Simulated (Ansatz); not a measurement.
Cl₃H₃HfO₂···HCl

The calculation's input:

```
crystal:
  periodic: [false, false, false]
  atoms:
    - {symbol: Hf, position_ang: [-0.305964, 0.670959, -0.479278]}
    - {symbol: Cl, position_ang: [-1.726318, -2.518652, 2.198303]}
    - {symbol: Cl, position_ang: [-0.047935, 0.472258, -2.837250]}
    - {symbol: Cl, position_ang: [-2.556538, -0.083509, -0.284984]}
    - {symbol: Cl, position_ang: [-0.471433, 2.832967, 0.419111]}
    - {symbol: H, position_ang: [2.414053, 0.318044, -0.122575]}
    - {symbol: O, position_ang: [2.000582, 1.011156, -0.652541]}
    - {symbol: H, position_ang: [-2.291890, -1.728249, 1.341610]}
    - {symbol: O, position_ang: [0.493503, -0.647419, 0.679627]}
    - {symbol: H, position_ang: [2.366040, 0.977478, -1.543154]}
    - {symbol: H, position_ang: [0.125903, -1.304833, 1.281232]}
basis:
  gaussian: {orbitals: def2-TZVPP}
hamiltonian: {xc: pbe0, dispersion: d4}
output: {orbitals: {seedname: orbitals}}
```

Run with:

```sh
ansatz run in.yaml --threads 4 --pin off --events-out ev --progress --plain --max-ram 66560MiB --backend cuda --devices 0, --max-vram 37GiB
```

The reactant side of a reaction path; geometry: PBE0-D4/def2-TZVP; core potentials replace the inner electrons of Hf.

Method: Ansatz, RKS PBE0-D4/def2-TZVPP.

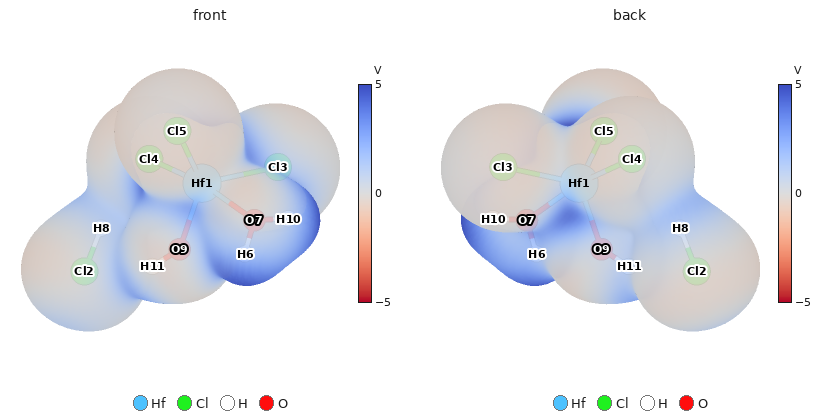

Figure 1. The molecular electrostatic potential painted on the density surface at 0.004 e/bohr³, seen from the front and from behind; red is negative and blue positive.

### Which sites attract a positive test charge, and which a negative one?

A positive charge is drawn to the negative regions and a negative charge to the positive ones. The most negative region (about −0.5 V) lies over Cl3, Cl4 and Cl5, the most positive (about +4.5 V) over Hf1, H6 and H10. Cl2 shows a σ-hole: about +1.0 V at the tip opposite its bond, against about +0.3 V on its flanks.

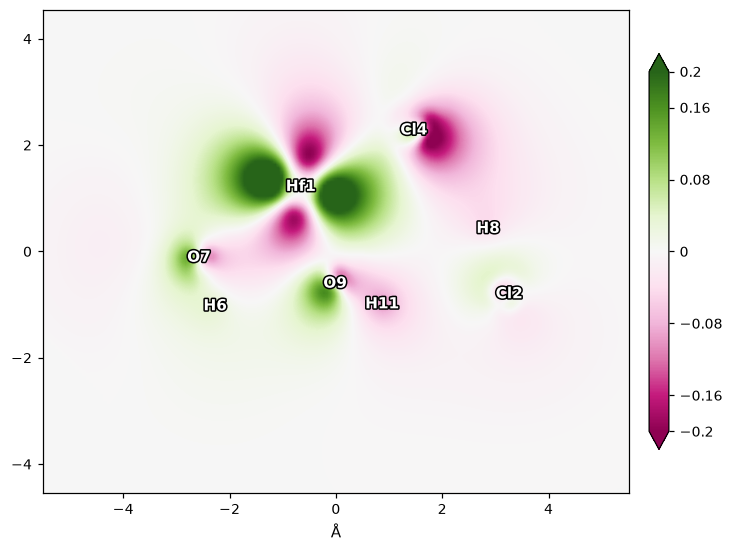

Figure 2. The LUMO on the plane of atoms O7, Hf1 and O9 (values in Å⁻³ᐟ²; the overall sign is arbitrary).

### Where does this orbital lie, and at what energy?

Its weight (Hirshfeld) is mainly on Hf1 (about 65 %), Cl4 (about 10 %) and Cl3 (about 10 %). Its energy is −1.53 eV.

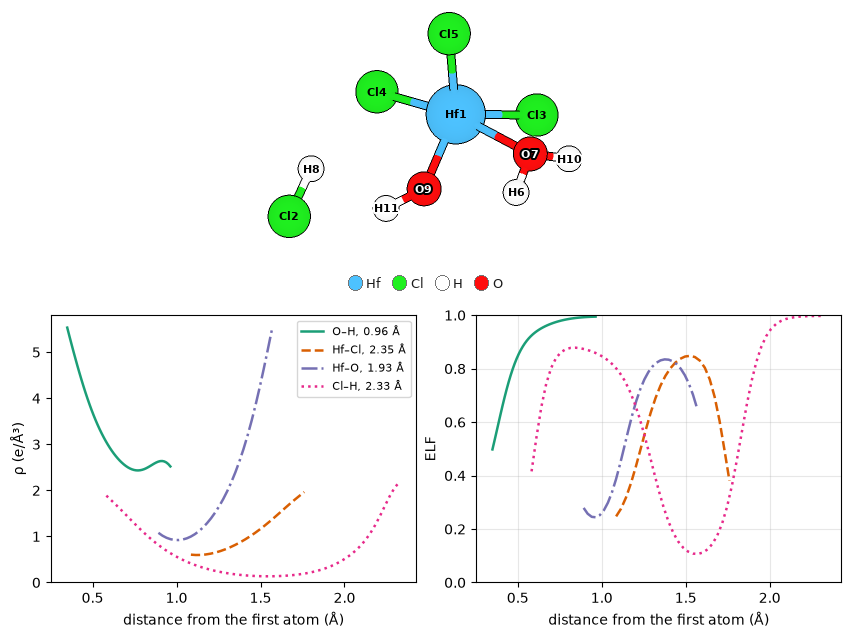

Figure 3. Electron density and ELF along straight lines between neighbouring atoms. The curves leave out the atomic cores. The structure is drawn too.

### What can be read from the curves?

O–H (0.96 Å): ρ at the midpoint is about 3.9 e/Å³; the ELF climbs to about 1 towards the hydrogen, as it does in any bond to H (an ordinary covalent bond to hydrogen).
Hf–Cl (2.35 Å): the density is about 0.61 e/Å³ at the midpoint; the ELF peaks at about 0.85 in the valence shell of Cl, 0.8 Å from its nucleus, and is about 0.35 at the midpoint.
Hf–O (1.93 Å): the density is about 0.94 e/Å³ at the midpoint; the ELF peaks at about 0.85 in the valence shell of O, 0.6 Å from its nucleus, and drops to about 0.25 between the two atoms.
Cl4···H8 (2.33 Å): the density falls to about 0.13 e/Å³ on the way; the ELF dips to about 0.10 between them.

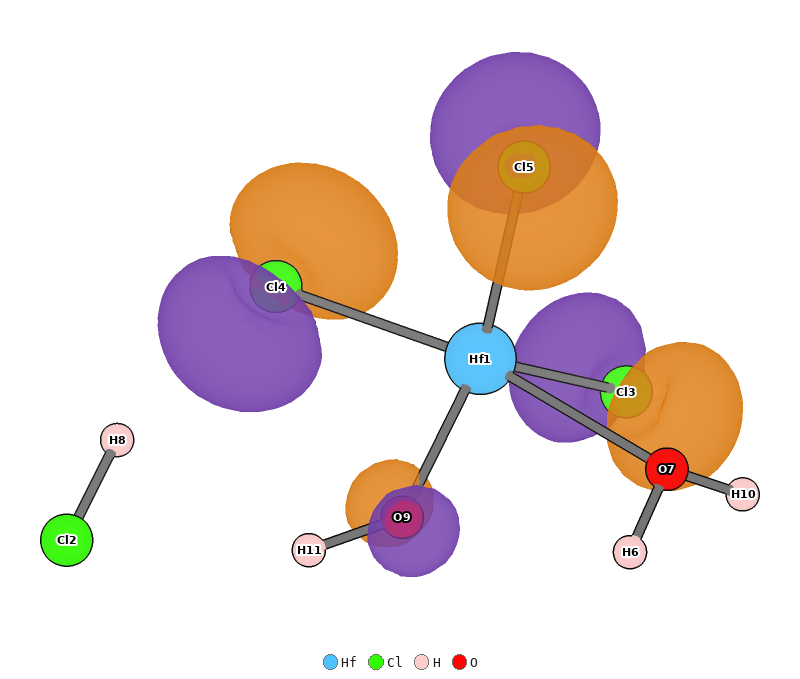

Figure 4. The HOMO−1 at ±0.15 Å⁻³ᐟ² (orange and purple are the two phases), seen at a tilt.

### What is the character of this orbital?

By Hirshfeld shares it lies mainly on Cl4 (about 30 %), Cl5 (about 30 %) and Cl3 (about 20 %); largely a combination of lone pairs on Cl4, Cl5 and Cl3. Its energy is −9.17 eV.
